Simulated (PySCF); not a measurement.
SMILES [O]=[V]([Cl])([Cl])[Cl], CAM-B3LYP/def2-SVP optimised geometry. Atoms within 1.6 Å of the plane z = 0.8 Å (x, y, z in Å): V1 (-0.44, -1.01, 0.00), O2 (1.09, -1.01, 0.00), Cl3 (-1.09, 1.01, 0.00), Cl5 (-1.09, -2.03, 1.75).

Level of theory: CAM-B3LYP/def2-TZVP in PySCF.

Map of the electrostatic potential (hartree/e), clipped to [-0.08, 0.12] on the plane z = 0.8 Å:

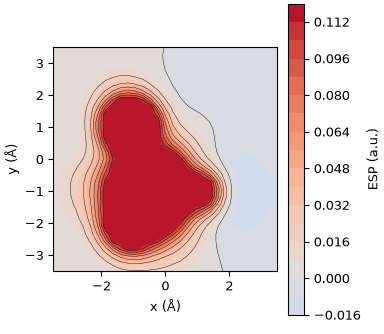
*Electrostatic potential (hartree/e), clipped to [-0.08, 0.12] on the plane z = 0.8 Å.*
